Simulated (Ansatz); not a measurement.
# The cluster TaSi2+: a spread of methods and bases

Aim: run the cluster TaSi2+ under a spread of inputs, and see what each costs and gives.

The runs use Ansatz 0.2.0, Gaussian basis; the settings change from run to run.

2 further runs of the same task are left out: 1 that didn't finish, 1 set aside as unsound or not needed. Runs told in other sessions of the task aren't counted.

### 1 The molecule

The structure was relaxed beforehand with B3LYP-D4 in a triple-zeta def2 set. Ta takes a core potential in def2 sets; no spin-orbit term is included.

3 atoms, charge 1, spin multiplicity 1.

Atoms are counted from 1 here; the program's logs count them from 0.

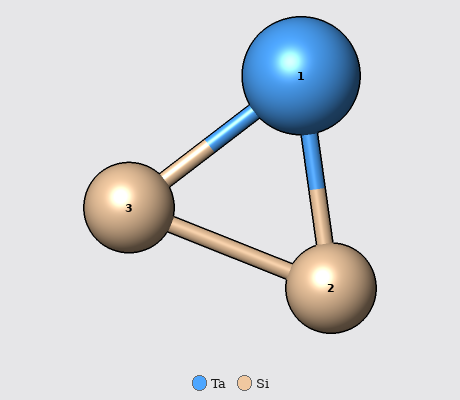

The structure; tantalum blue, silicon light orange; atoms are numbered from 1 in the order of the file.

### 2 SVWN5/def2-SVP

in.yaml

```yaml
crystal:
  periodic: [false, false, false]
  atoms:
    - {symbol: Ta, position_ang: [-0.217418, 1.344144, 0.195278]}
    - {symbol: Si, position_ang: [0.887017, -0.403887, -0.978046]}
    - {symbol: Si, position_ang: [-0.669589, -0.940257, 0.782768]}
basis:
  gaussian: {orbitals: def2-SVP}
total_charge: 1
hamiltonian: {xc: {name: SVWN5}}
scf: {omitted_lower_state_checks: [starts]}
```

Launch:

```sh
ansatz run in.yaml --threads 4 --pin off --events-out ev --progress --plain --max-ram 3916MiB
```

What it wrote:

```text
Functional definition: SVWN5
  name "SVWN5"
  cite "Dirac, Proc. Camb. Phil. Soc. 26, 376 (1930) doi:10.1017/S0305004100016108"
  cite "Slater, Phys. Rev. 81, 385 (1951) doi:10.1103/PhysRev.81.385"
  cite "Vosko, Wilk & Nusair, Can. J. Phys. 58, 1200 (1980) doi:10.1139/p80-159"
  exchange = slater_x
  correlation = vwn5_c
these checks for a lower state are left out or cut short: starts
696 factors; their error is unknown
mean field evaluation 1: about -17217.2539 eV, gradient 4.5e1 eV
mean field evaluation 2: about -17200.4367 eV, gradient 8.0e1 eV
mean field evaluation 4: about -17213.0168 eV, gradient 5.8e1 eV
mean field evaluation 8: about -17224.2961 eV, gradient 1.9e-1 eV
mean field evaluation 16: about -17224.3226 eV, gradient 3.2e-3 eV
mean field -17224.32259351 eV, -632.9821802462 hartree, gradient 1.8e-6 eV, S^2 0.000000; 0 other end points of the search recorded, 0 dependent functions left out
reference -17224.32262559 eV, -632.9821814253 hartree; 20, 20 occupied and 48, 48 virtual orbitals, 696 factors
Total energy: -17224.32262559 eV, -632.9821814253 hartree
Checks for a lower state left out: starts
```

Wall time 0.95 s (4 threads of Arm Neoverse V1, shared host).

### 3 B97M-V/def2-SVP

This run has charge 0, multiplicity 2, a point charge of 0.50 e beside it, relativity set to none, high accuracy.

in.yaml

```yaml
crystal:
  periodic: [false, false, false]
  atoms:
    - {symbol: Ta, position_ang: [-0.217418, 1.344144, 0.195278]}
    - {symbol: Si, position_ang: [0.887017, -0.403887, -0.978046]}
    - {symbol: Si, position_ang: [-0.669589, -0.940257, 0.782768]}
basis:
  gaussian: {orbitals: def2-SVP, point_charges: [{charge: 0.50, position_ang: [5.497, 0.681, 0.956]}]}
magnetization: {spin_polarized: true, initial_magnetization: 1}
hamiltonian: {xc: {name: B97M-V}, pseudopotentials: {relativity: none}}
accuracy: high
output: {forces: true}
```

Same command.

What it wrote, cut to the lines that bear on the results:

```text
Functional definition: B97M-V
  name "B97M-V"
  cite "Mardirossian & Head-Gordon, J. Chem. Phys. 142, 074111 (2015) doi:10.1063/1.4907719"
  cite "Becke, J. Chem. Phys. 107, 8554 (1997) doi:10.1063/1.475007"
  cite "Vydrov & Van Voorhis, J. Chem. Phys. 133, 244103 (2010) doi:10.1063/1.3521275"
  # Of w^i u^j: cxij and so on, Table III.
[...]
  gx(w, u) = cx00 + cx01*u + cx02*u^2 + (cx10 + cx11*u)*w
  gss(w, u) = css00 + css02*u^2 + css10*w + (css32*w^3 + css42*w^4)*u^2
  gos(w, u) = cos00 + cos01*u + cos03*u^3 + cos10*w + cos32*w^3*u^2
[...]
      + integral(e_c_pw_mod_opposite_spin*gos(b97_w_opposite, b97_u_opposite)) + vv10(b, c)
1327 factors; integrals over basis functions are off by at most 3.3e-9 eV
[...]
mean field -17293.20599110 eV, -635.5135984169 hartree, gradient 3.7e-8 eV, S^2 1.095398; 16 other end points of the search recorded, 0 dependent functions left out
[...]
reference -17293.20599531 eV, -635.5135985716 hartree; 21, 20 occupied and 47, 48 virtual orbitals, 1327 factors
Total energy: -17293.20599531 eV, -635.5135985716 hartree
Atom 0 at    -0.217418     1.344144     0.195278 Å, force    -0.204476     0.365578     0.126631 eV/Å
Atom 1 at     0.887017    -0.403887    -0.978046 Å, force    -0.207697    -0.377308     0.340182 eV/Å
Atom 2 at    -0.669589    -0.940257     0.782768 Å, force     0.437903     0.043872    -0.449720 eV/Å
Dipole moment:    -0.381826     0.855968     0.119564 e Å
```

Wall time 2 min (4 threads of Arm Neoverse V1, shared host); peak memory 1.1 GiB.

Largest force 0.629 eV/Å, dipole 4.54 D, ⟨S²⟩ 1.095. The spin excess of 0.35 shows a contaminated determinant.

### 4 revPBE/def2-TZVPD

Set apart from the defaults: density fitting with def2-universal-jkfit, a grid of angular degree 23, D3(BJ) dispersion.

in.yaml

```yaml
crystal:
  periodic: [false, false, false]
  atoms:
    - {symbol: Ta, position_ang: [-0.217418, 1.344144, 0.195278]}
    - {symbol: Si, position_ang: [0.887017, -0.403887, -0.978046]}
    - {symbol: Si, position_ang: [-0.669589, -0.940257, 0.782768]}
basis:
  gaussian: {orbitals: def2-TZVPD, fitting: {mean_field: def2-universal-jkfit}, final_grid: {core_spheres: 8, valence_spheres: 7, degree: 23}}
total_charge: 1
hamiltonian: {xc: {name: revPBE}, dispersion: d3bj}
scf: {omitted_lower_state_checks: [starts]}
output: {forces: true}
```

The command is unchanged.

What it wrote, cut to the lines that bear on the results:

```text
Functional definition: revPBE
  name "revPBE"
  cite "Zhang & Yang, Phys. Rev. Lett. 80, 890 (1998) doi:10.1103/PhysRevLett.80.890"
  cite "Perdew, Burke & Ernzerhof, Phys. Rev. Lett. 77, 3865 (1996) doi:10.1103/PhysRevLett.77.3865"
[...]
483 factors; integrals over basis functions are off by at most 2.4e-1 eV
[...]
mean field -17294.17128616 eV, -635.5490723561 hartree, gradient 3.7e-8 eV, S^2 0.000000; 0 other end points of the search recorded, 0 dependent functions left out
[...]
reference -17294.17133323 eV, -635.5490740859 hartree; 20, 20 occupied and 109, 109 virtual orbitals, 483 factors
Total energy: -17294.42363777 eV, -635.5583461067 hartree
Atom 0 at    -0.217418     1.344144     0.195278 Å, force    -0.082727     0.250439     0.083621 eV/Å
Atom 1 at     0.887017    -0.403887    -0.978046 Å, force     0.096903    -0.160765    -0.102684 eV/Å
Atom 2 at    -0.669589    -0.940257     0.782768 Å, force    -0.014176    -0.089674     0.019063 eV/Å
Dipole moment:    -0.057851     0.279865     0.054736 e Å
Checks for a lower state left out: starts
```

It took 3 s on 4 threads of Arm Neoverse V1, shared host.

Largest force 0.277 eV/Å.

### 5 PBE0/def2-TZVP

Options: atoms shaken by 0.15 Å, D3(BJ) dispersion.

in.yaml

```yaml
crystal:
  periodic: [false, false, false]
  atoms:
    - {symbol: Ta, position_ang: [-0.393036, 1.236036, 0.305441]}
    - {symbol: Si, position_ang: [0.820940, -0.564095, -0.904764]}
    - {symbol: Si, position_ang: [-0.559271, -0.988040, 0.807844]}
basis:
  gaussian: {orbitals: def2-TZVP}
total_charge: 1
hamiltonian: {xc: {name: PBE0}, dispersion: d3bj}
scf: {omitted_lower_state_checks: [starts]}
output: {forces: true}
```

Launched as before.

What it wrote, cut to the lines that bear on the results:

```text
Functional definition: PBE0
  name "PBE0"
  cite "Adamo & Barone, J. Chem. Phys. 110, 6158 (1999) doi:10.1063/1.478522"
  cite "Perdew, Burke & Ernzerhof, Phys. Rev. Lett. 77, 3865 (1996) doi:10.1103/PhysRevLett.77.3865"
  parent pbe
[...]
944 factors; their error is unknown
[...]
mean field -17288.10640346 eV, -635.3261920278 hartree, gradient 1.2e-5 eV, S^2 0.000000; 0 other end points of the search recorded, 0 dependent functions left out
[...]
reference -17288.10642880 eV, -635.3261929592 hartree; 20, 20 occupied and 94, 94 virtual orbitals, 944 factors
Total energy: -17288.23397822 eV, -635.3308803137 hartree
Atom 0 at    -0.393036     1.236036     0.305441 Å, force     0.341035    -0.042497    -0.403099 eV/Å
Atom 1 at     0.820940    -0.564095    -0.904764 Å, force     0.180004     0.609951    -0.298942 eV/Å
Atom 2 at    -0.559271    -0.988040     0.807844 Å, force    -0.521038    -0.567453     0.702041 eV/Å
Dipole moment:    -0.053276     0.333526     0.018424 e Å
Checks for a lower state left out: starts
```

Wall time 3.1 s (4 threads of Arm Neoverse V1, shared host).

Largest force 1.042 eV/Å.

### 6 All runs side by side

```
            level  charge  multiplicity               geometry  functions  energy (eV)    time
   SVWN5/def2-SVP       1             1                relaxed         68   -17224.323  0.95 s
  B97M-V/def2-SVP       0             2  relaxed, point charge         68   -17293.206   2 min
revPBE/def2-TZVPD       1             1                relaxed        129   -17294.424     3 s
   PBE0/def2-TZVP       1             1                 shaken        114   -17288.234   3.1 s
```

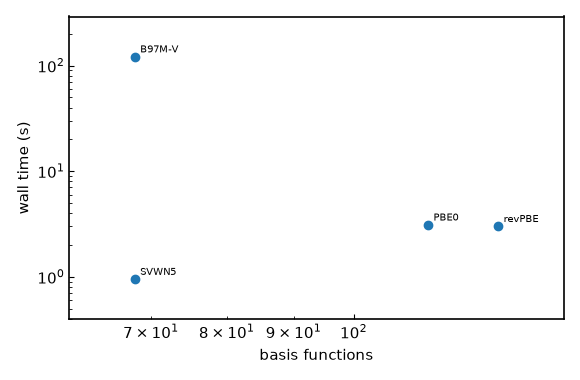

Wall time against the number of basis functions (shared host).

### 7 Results

| quantity | value |
| --- | --- |
| runs | 4 |
| quickest | SVWN5/def2-SVP, 0.95 s |
| slowest | B97M-V/def2-SVP, 2 min |
| spread of total energies, same state and geometry | 70.1 eV |

**Reading.** B97M-V/def2-SVP took 128 times as long as SVWN5/def2-SVP. The jobs differ in tasks and options as well as level. The totals spread over 70 eV; they can't be compared across methods or bases. At the B3LYP-D4/def2-TZVP geometry and in the same state, the sound runs without point charges leave forces up to 0.28 eV/Å (revPBE/def2-TZVPD), against 1.0 eV/Å where the atoms were moved.
